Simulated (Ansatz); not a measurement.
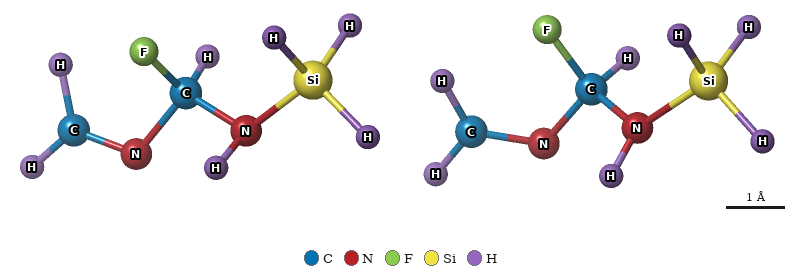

Two geometries of C₂H₇FN₂Si, drawn at one scale. One is the start of a relaxation, the other its converged end. Style: ball-and-stick. Shown at a tilt.

Theory: RKS r2SCAN/def2-SVP in Ansatz 0.2.0. Set-up: no spin polarisation; force threshold 0.015 eV/Å; at most 40 steps.

### Which one is relaxed?

The right one is the relaxed one. The run prepares an end point of a later path (torsion) calculation, from a guessed geometry. After 18 accepted moves (20 points after the start) the energy has fallen by 66.2 kJ/mol. The largest force component goes from 4.8 to 0.0076 eV/Å. The line search rejected the trial steps at points 7, 19 of the run. The largest move after the best rigid fit is that of an H atom, 0.72 Å. Largest moves by element: H 0.72 Å, F 0.58 Å, N 0.36 Å, C 0.17 Å, Si 0.12 Å. Some distances before and after: C–H 1.039 → 1.107 Å, C–N 1.465 → 1.410 Å, N–Si 1.698 → 1.749 Å, C–H 1.154 → 1.104 Å. Bond angles that change, for instance: Si–N–H 109.8° → 119.5°, C–N–H 104.4° → 112.7°, F–C–N 103.9° → 110.8°. Groups turn about C–N by about 45°. Cost: 100 s on 2 threads of Arm Neoverse V1 (shared host), peak memory 0.19 GiB.
